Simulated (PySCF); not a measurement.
```
atom   x (Å)   y (Å)    z (Å)
  Sn  0.0000  0.0000  -0.1940
   C  0.0000  0.0000   1.9380
```

Core potentials replace the inner electrons of Sn.

The calculation used PBE0/cc-pVDZ(-PP), non-relativistic Hamiltonian with scalar-relativistic core potentials where named, at a bond length of 2.132 Å (PySCF 2.14.0).

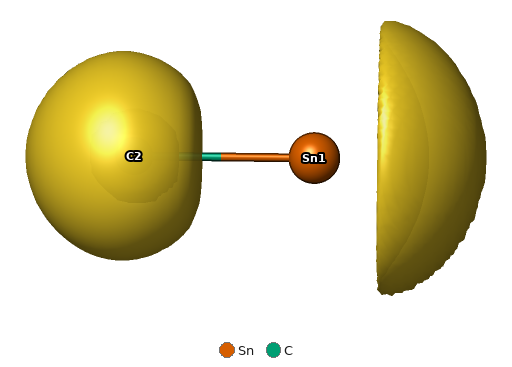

SnC (charge +1, quartet). Isosurface of the electron localisation function at 0.75 (yellow), seen from one side. Only the valence region is drawn (cores and ρ < 0.01 e/Å³ removed).

### Identify the bonds, lone pairs and shells in this picture.

The surface consists of one lobe on Sn, pointing away from the bonds (non-bonding electrons) and one region wrapped around C (its valence shell). Profiles from the grid: C–Sn (2.13 Å): the ELF peaks at about 0.85 in the valence shell of C, 0.6 Å from its nucleus, and drops to about 0.15 between the two atoms.
